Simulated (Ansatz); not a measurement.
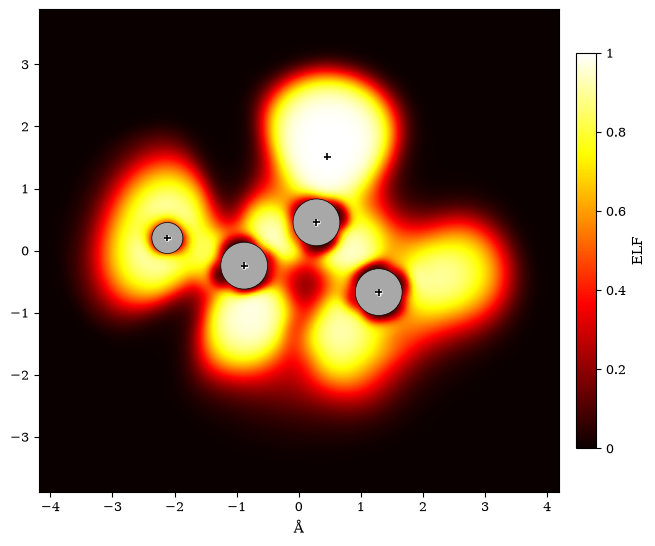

The electron localisation function on a plane through atoms (crosses mark nuclei in the plane; grey discs cover the cores).

Level of theory: RKS PBE0-D4/def2-TZVPP in Ansatz 0.2.0.

Candidates:
A. CH$_{3}$Cl$_{3}$Ge (SMILES [CH3][Ge]([Cl])([Cl])[Cl])
B. CH$_{3}$BrZn (SMILES [CH3][Zn][Br])
C. C$_{3}$H$_{4}$BF (SMILES FC1=CCB1)

Q: Which system is this?

A: Candidate C: C$_{3}$H$_{4}$BF on the plane of atoms C2, C3 and C4, which holds F, C and H. C–F (1.32 Å): the ELF peaks at about 0.80 between the atoms; a polar covalent bond. C–C (1.36 Å): the ELF peaks at about 0.90 between the atoms, as expected for a covalent bond.
